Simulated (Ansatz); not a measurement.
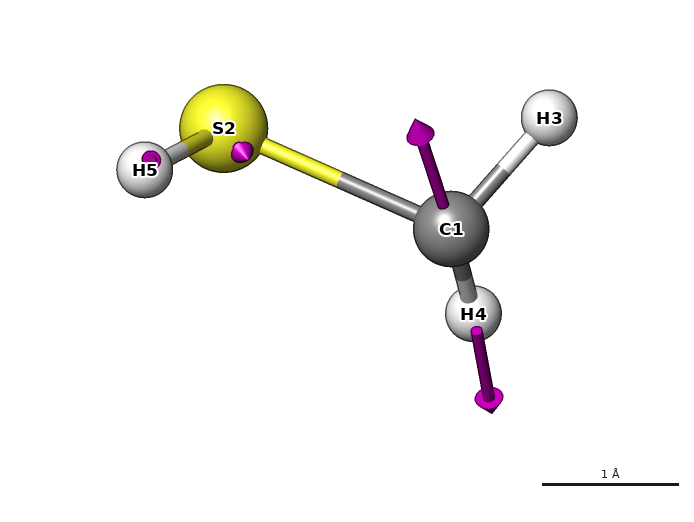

Arrows show the forces on the atoms, 0.2 Å of arrow for 1 eV/Å; forces under a tenth of the largest aren't drawn. The species has charge −1 and is a spin singlet. Level of theory: ωB97M-V/def2-TZVPPD (Ansatz 0.2.0).

Question: Along which bond is the force strongest?

Answer: C1–H4, now 0.989 Å: the forces push its atoms apart, so a first step downhill lengthens it.

List the force components in the frame of the picture (x right, y up, z towards the viewer), in eV/Å.

```tsv
atom	Fx	Fy	Fz
C1	−1.05	3.20	3.19
S2	0.39	−0.50	0.87
H3	−0.05	0.16	0.13
H4	0.57	−3.08	−3.50
H5	0.15	0.22	−0.69
```
